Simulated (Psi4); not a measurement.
# SnCl4 (tin tetrachloride) at HSE06/def2-SVP (core potential)

What is the vertical singlet–triplet gap of SnCl4 (tin tetrachloride) at HSE06/def2-SVP (core potential)? 

The results are computed with Psi4 1.11.

### Step 1. Starting point

The species is SnCl4 (5 atoms), meant as a singlet with charge 0. SMILES: `[Cl][Sn]([Cl])([Cl])[Cl]`. Geometry: relaxed at PBE0-D4/def2-TZVP.

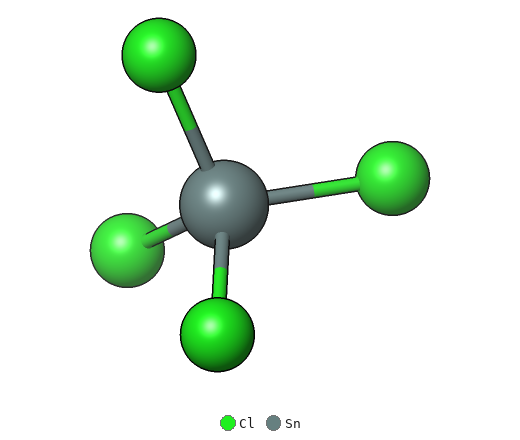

Viewed from a chosen angle; chlorine green, tin teal.

### Step 2. Energy and gradient at HSE06/def2-SVP (core potential)

Input file calc.dat:

```
memory 2.2 GB

molecule molecule1 {
  0 1
  Cl    -1.096620    -0.161700     2.000940
  Sn    -0.000010     0.000000    -0.000030
  Cl     1.898840    -1.273760     0.066050
  Cl    -1.361990    -0.748170    -1.678550
  Cl     0.559780     2.183620    -0.388420
  symmetry c1
  no_reorient
  no_com
}

set globals {
  basis def2-SVP
  puream true
  e_convergence 1e-09
  d_convergence 1e-08
  scf_type pk
  dft_radial_points 99
  dft_spherical_points 590
}

e, wfn = gradient('hse06', return_wfn=True)
oeprop(wfn, 'LOWDIN_CHARGES', 'WIBERG_LOWDIN_INDICES', 'QUADRUPOLE')
print_variables()
```

Command:

```bash
psi4 -i calc.dat -o calc.out -n 1
```

calc.out, shortened:

```text
[...]
    !!!  WARNING: ECP capability is in beta. Please check occupations closely.  !!!
[...]
  Running in c1 symmetry.
[...]
  Nuclear repulsion =  591.733398551291771
[...]
  Multiplicity = 1
[...]
  Nalpha       = 45
  Nbeta        = 45
[...]
    Number of basis functions: 98
[...]
   @RKS iter   1: -2054.10452614712995   -1.02991e+00   3.76049e-03 ADIIS/DIIS
[...]
   @RKS iter  10: -2054.16630084776216    8.64020e-12   9.54872e-10 DIIS
[...]
    Orbital Energies [Eh]
    ---------------------
    Doubly Occupied:
       1A   -101.695524     2A   -101.695455     3A   -101.695449
       4A   -101.695446     5A     -9.539993     6A     -9.539956
       7A     -9.539950     8A     -9.539947     9A     -7.277894
      10A     -7.277880    11A     -7.277875    12A     -7.277870
      13A     -7.270292    14A     -7.270290    15A     -7.270286
      16A     -7.270272    17A     -7.270271    18A     -7.270267
      19A     -7.270264    20A     -7.270263    21A     -5.233922
      22A     -3.567151    23A     -3.567151    24A     -3.567150
      25A     -1.137165    26A     -1.137163    27A     -1.137162
      28A     -1.129804    29A     -1.129804    30A     -0.869630
      31A     -0.834923    32A     -0.834915    33A     -0.834911
      34A     -0.541133    35A     -0.419330    36A     -0.419325
[...]
  @RKS Final Energy: -2054.16630084776216
   => Energetics <=
    Nuclear Repulsion Energy =            591.7333985512917707
    One-Electron Energy =               -4096.9896099475172377
    Two-Electron Energy =                1551.2974810639600491
    DFT Exchange-Correlation Energy =    -100.2075705154967835
    Empirical Dispersion Energy =           0.0000000000000000
    VV10 Nonlocal Energy =                  0.0000000000000000
    Total Energy =                      -2054.1663008477621588
[...]
  -Total Gradient:
     Atom            X                  Y                   Z
    ------   -----------------  -----------------  -----------------
       1        0.005264267249     0.000776797481    -0.009613888912
       2       -0.000007926050     0.000001651211    -0.000028495656
       3       -0.009134017753     0.006114085414    -0.000306139065
       4        0.006560153801     0.003606302212     0.008082328205
       5       -0.002683538581    -0.010504824742     0.001872881110
[...]
 Multipole Moments:
 ------------------------------------------------------------------------------------
     Multipole            Electronic (a.u.)      Nuclear  (a.u.)        Total (a.u.)
 ------------------------------------------------------------------------------------
 L = 1.  Multiply by 2.5417464519 to convert [e a0] to [Debye]
 Dipole X            :          0.0000415           -0.0000945           -0.0000530
 Dipole Y            :          0.0003209           -0.0003213           -0.0000003
 Dipole Z            :          0.0004422           -0.0006047           -0.0001625
 Magnitude           :                                                    0.0001709
 L = 2.  Multiply by 1.3450342976 to convert [e a0^2] to [Debye ang]
 Quadrupole XX       :       -479.4958349          423.5324527          -55.9633821
 Quadrupole XY       :         -0.0001231            0.0002354            0.0001123
[...]
```

Wall time 35 s (1 thread of AMD EPYC 7R43 (Zen 3), shared host); peak memory 0.95 GiB.

### Step 3. The triplet, same level

Input file cl4sn.xyz:

```xyz
5
Cl4Sn
Cl    -1.096620    -0.161700     2.000940
Sn    -0.000010     0.000000    -0.000030
Cl     1.898840    -1.273760     0.066050
Cl    -1.361990    -0.748170    -1.678550
Cl     0.559780     2.183620    -0.388420
```

Input file calc.py:

```python
import psi4

psi4.set_memory('2200 MB')
psi4.set_num_threads(1)
psi4.core.set_output_file('cl4sn.out', False)

with open('cl4sn.xyz') as f:
    atoms = ''.join(f.readlines()[2:])
molecule = psi4.geometry('0 3\n' + atoms + 'symmetry c1\nno_reorient\nno_com')

options = {'basis': 'def2-SVP', 'reference': 'uks', 'puream': True, 'e_convergence': 1e-09, 'd_convergence': 1e-08, 'scf_type': 'pk', 'dft_radial_points': 99, 'dft_spherical_points': 590, 'maxiter': 100}
psi4.set_options(options)

e, wfn = psi4.gradient("hse06", molecule=molecule, return_wfn=True)
psi4.oeprop(wfn, "WIBERG_LOWDIN_INDICES", "MAYER_INDICES", "MULLIKEN_CHARGES", title="HSE06")
print('gradient / Eh bohr^-1')
print(e.np.round(6))
print(f'energy = {wfn.energy():.10f} Eh')
```

Command:

```bash
python calc.py
```

cl4sn.out, shortened:

```text
[...]
    !!!  WARNING: ECP capability is in beta. Please check occupations closely.  !!!
[...]
  Running in c1 symmetry.
[...]
  Nuclear repulsion =  591.733398551291771
[...]
  Multiplicity = 3
[...]
  Nalpha       = 46
  Nbeta        = 44
[...]
    Number of basis functions: 98
[...]
   @UKS iter   1: -2053.88662630108411   -8.12012e-01   4.38513e-03 DIIS/ADIIS
[...]
   @UKS iter  32: -2053.98603250510769    5.00222e-12   8.23712e-09 DIIS
[...]
   @S^2 Observed:                2.004249750E+00
[...]
  @UKS Final Energy: -2053.98603250510769
   => Energetics <=
    Nuclear Repulsion Energy =            591.7333985512917707
    One-Electron Energy =               -4097.9690912195064811
    Two-Electron Energy =                1552.4809622947898333
    DFT Exchange-Correlation Energy =    -100.2313021316827815
    Empirical Dispersion Energy =           0.0000000000000000
    VV10 Nonlocal Energy =                  0.0000000000000000
    Total Energy =                      -2053.9860325051076870
[...]
 Multipole Moments:
 ------------------------------------------------------------------------------------
     Multipole            Electronic (a.u.)      Nuclear  (a.u.)        Total (a.u.)
 ------------------------------------------------------------------------------------
 L = 1.  Multiply by 2.5417464519 to convert [e a0] to [Debye]
 Dipole X            :          0.0002057           -0.0000945            0.0001112
 Dipole Y            :          0.0002827           -0.0003213           -0.0000386
 Dipole Z            :          0.0008350           -0.0006047            0.0002303
 Magnitude           :                                                    0.0002587
[...]
  -Total Gradient:
     Atom            X                  Y                   Z
    ------   -----------------  -----------------  -----------------
       1        0.032293853708     0.006256330121    -0.058484562462
       2       -0.000000123725    -0.000001050453    -0.000010630164
       3       -0.056208219596     0.036511061766    -0.003102350975
       4        0.040972951401     0.020864198418     0.048877491921
       5       -0.017055436739    -0.063638579010     0.012725371631
[...]
```

On the terminal:

```text
gradient / Eh bohr^-1
[[ 3.2294e-02  6.2560e-03 -5.8485e-02]
 [-0.0000e+00 -1.0000e-06 -1.1000e-05]
 [-5.6208e-02  3.6511e-02 -3.1020e-03]
 [ 4.0973e-02  2.0864e-02  4.8877e-02]
 [-1.7055e-02 -6.3639e-02  1.2725e-02]]
energy = -2053.9860325051 Eh
```

It took 80 s on 1 thread of AMD EPYC 7R43 (Zen 3), shared host; peak memory 0.96 GiB.

### Step 4. What came out

Level: HSE06/def2-SVP (core potential).

| quantity | value |
| --- | --- |
| singlet: total energy | -2054.16630 Eh |
| singlet: dipole moment | 0.00 D |
| singlet: HOMO energy | -9.21 eV |
| singlet: LUMO energy | -3.48 eV |
| singlet: HOMO–LUMO gap | 5.73 eV |
| singlet: largest force on an atom | 0.566 eV/Å |
| triplet: total energy | -2053.98603 Eh |
| triplet: dipole moment | 0.00 D |
| triplet: HOMO energy (highest over α and β) | -4.24 eV |
| triplet: ⟨S²⟩ | 2.004 |
| triplet: largest force on an atom | 3.451 eV/Å |
| vertical energy of the triplet above the singlet | 4.905 eV |

At this shape the triplet lies 4.91 eV (473 kJ/mol) above the singlet. The largest force (singlet) is 0.57 eV/Å: the shape isn't a stationary point for this species at this level.
